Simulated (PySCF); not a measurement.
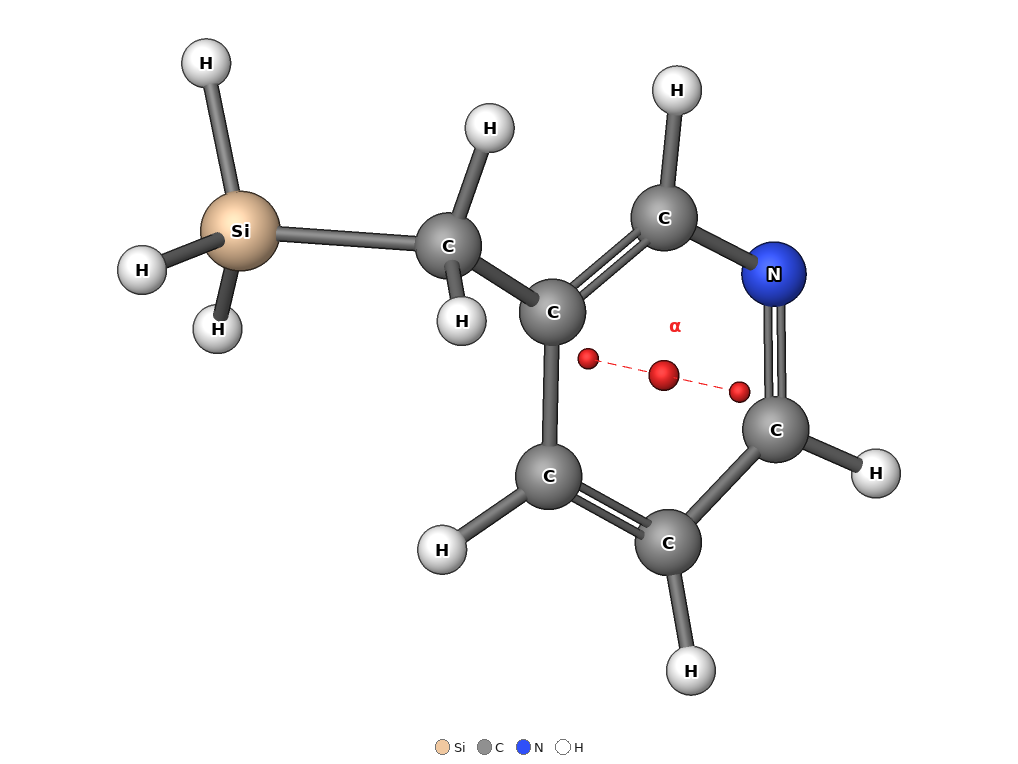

The small points mark where nucleus-independent chemical shifts (NICS) were computed: at the centre of each lettered ring and 1 Å above and below it. Geometry: a frame of a GFN2-xTB molecular-dynamics simulation, not a minimum. Properties computed with GIAO PBE0/pcSseg-1 NMR shielding, non-relativistic, gas phase (PySCF 2.14.0).

Give NICS(0), NICS(1) and the out-of-plane component NICS(1)zz for each ring (means of the two sides).

| ring | members | NICS(0) | NICS(1) | NICS(1)zz |
| --- | --- | --- | --- | --- |
| α | C5N | −7.3 | −10.9 | −26.9 |

Values in ppm.

Question. What do the values say about the ring currents?

Answer. Ring α: diatropic, as in an aromatic ring. NICS is one index among several.
